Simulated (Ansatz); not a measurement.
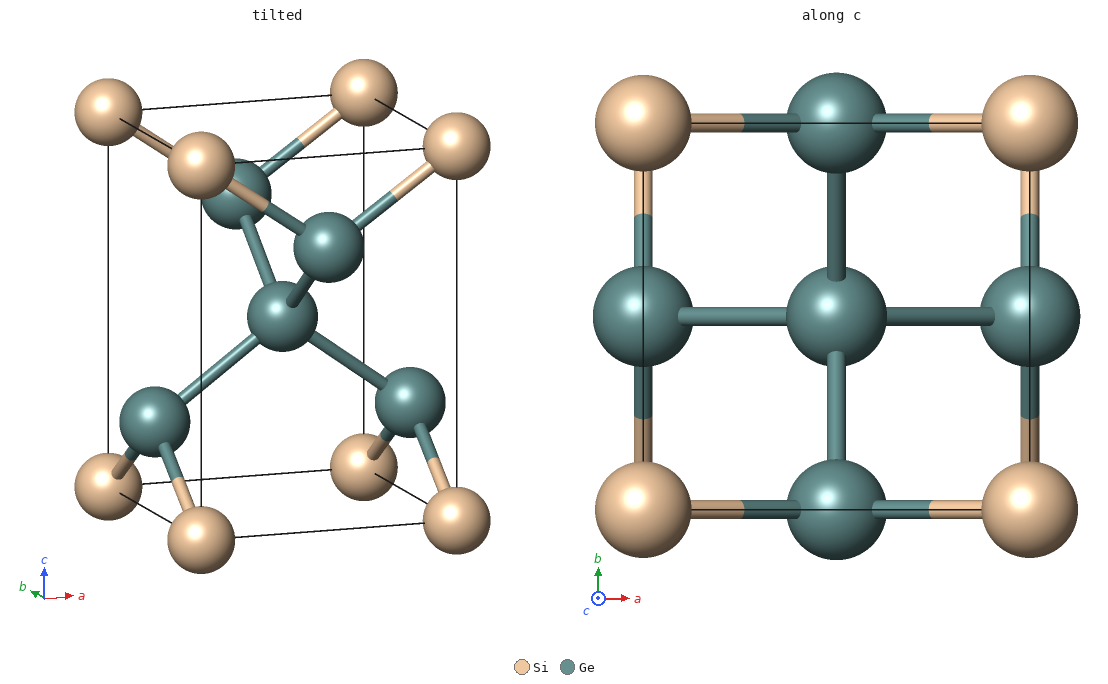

Ball-and-stick representation of a periodic structure, projected slightly off an axis and along the c axis. Atoms at the boundary of the conventional unit cell (the box) are drawn once for each face, edge or corner they touch.

SiGe$_{3}$, space group P-4m2 (No. 115), a = 4.074 Å, b = 4.074 Å, c = 5.741 Å, α = 90.00°, β = 90.00°, γ = 90.00°. The structure was taken from a structure type filled with these elements by a generator (whether the compound takes this form wasn't checked). The cell was then strained or its atoms displaced on purpose. Ansatz was used for an electronic-structure calculation on it.

This one geometry was computed with Ansatz (DFT, plane waves, PAW) at three levels of theory: PBE, HSE06 and r2SCAN. It was relaxed with r2SCAN and then strained.

**Which level gives the highest pressure at this volume, and what does that say about its equilibrium volume?**

Highest: PBE (-2.5 GPa), which points to the largest equilibrium volume. Lowest, with the smallest volume: HSE06 (-4.9 GPa) and r2SCAN (-5.1 GPa). Levels within 0.5 GPa of each other can't be told apart.

**How does the band gap change with the level of theory?**

PBE: a gap of 0.06 eV, direct; r2SCAN: a gap of 0.32 eV, indirect; HSE06: a gap of 0.66 eV, indirect.

**Collect the results in a table.**

| level | cutoff (eV) | k-mesh of the run's cell | gap (eV) | pressure (GPa) |
| --- | --- | --- | --- | --- |
| PBE | 420 | 6×6×6 | 0.06 | -2.5 |
| HSE06 | 420 | 4×4×4 | 0.66 | -4.9 |
| r2SCAN | 500 | 6×6×6 | 0.32 | -5.1 |

Gaps are taken on the k-mesh or band path of each run.
